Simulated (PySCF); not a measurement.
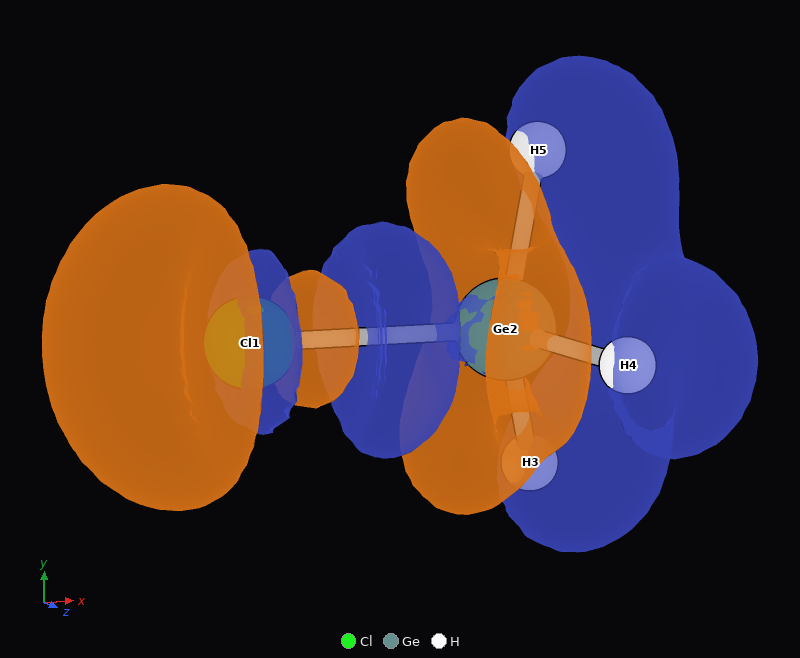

ClGeH₃, SMILES `Cl[GeH3]`. Change of the electron density in a uniform field of 0.21 V/Å, surfaces at ±0.0015 e/Å³ (orange: gain, blue: loss).

Computed with PySCF, B3LYP/def2-SVPD, geometry: GFN2-xTB. No frequency check shows the geometry to be a minimum. GFN2-xTB bond lengths at metals and heavier atoms can be off by up to 0.1 Å and shapes distorted, which carries into these values.

Along which Cartesian direction does the field point?

Answer. Along +x: electrons gather on the −x side, against the field.

What dipole is induced, and what polarisability does it imply?

Answer. The induced dipole is 0.53 D (along the field); α along this axis, from the fields in both directions, is 52 bohr³ (7.7 Å³).

Which atoms gain and lose the most charge?

Answer. Electrons gather most on Cl1 (Hirshfeld charge changes by −0.023 e) and leave Ge2 most (+0.007 e); 0.043 electrons are displaced in all.
